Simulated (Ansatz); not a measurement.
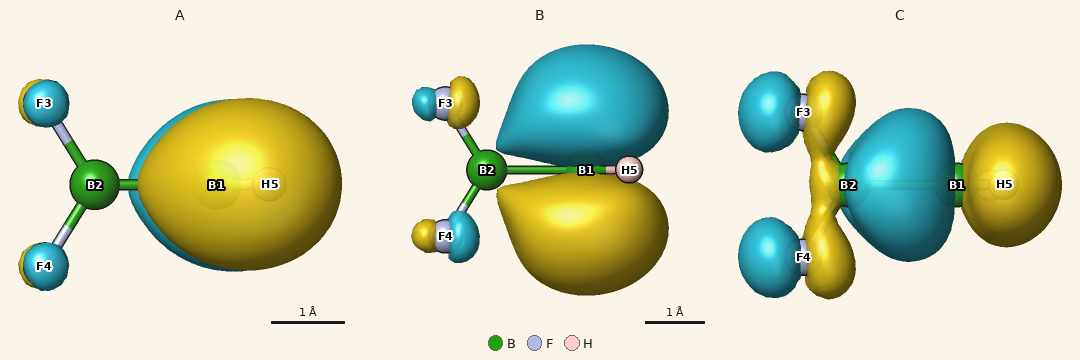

The picture shows: B$_{2}$F$_{2}$H$_{2}$. Three frontier orbitals at ±0.1 Å⁻³ᐟ² (yellow and cyan are the two phases), in no order.

Geometry: r2SCAN-D4/def2-SVP.

Level of theory: isolated molecule in a Gaussian basis; Kohn-Sham density functional theory, functional PBE0 (Ansatz 0.2.0).

```xyz
6

B    -0.0330    1.1091    1.8015
B     0.3822    1.6945    0.2692
F     0.7047    2.9668    0.0661
F     0.4049    0.9086   -0.8013
H    -1.1754    1.1101    2.1939
H     0.7975    0.6685    2.5598
```

### Which picture is the HOMO−1, the HOMO and the LUMO?

A is the HOMO−1 (−10.30 eV). By Hirshfeld shares it lies mainly on B1 (about 45 %), H5 (about 25 %) and H6 (about 25 %). C is the HOMO (−9.40 eV). By Hirshfeld shares it lies mainly on B1 (about 35 %), B2 (about 25 %), F3 (about 10 %), F4 (about 10 %), H5 (about 10 %) and H6 (about 10 %). B is the LUMO (−2.47 eV). It lies mainly on B1 (about 70 %), B2 (about 15 %), H6 (about 5 %) and H5 (about 5 %).

### What is the HOMO–LUMO gap?

6.93 eV between the orbital energies.
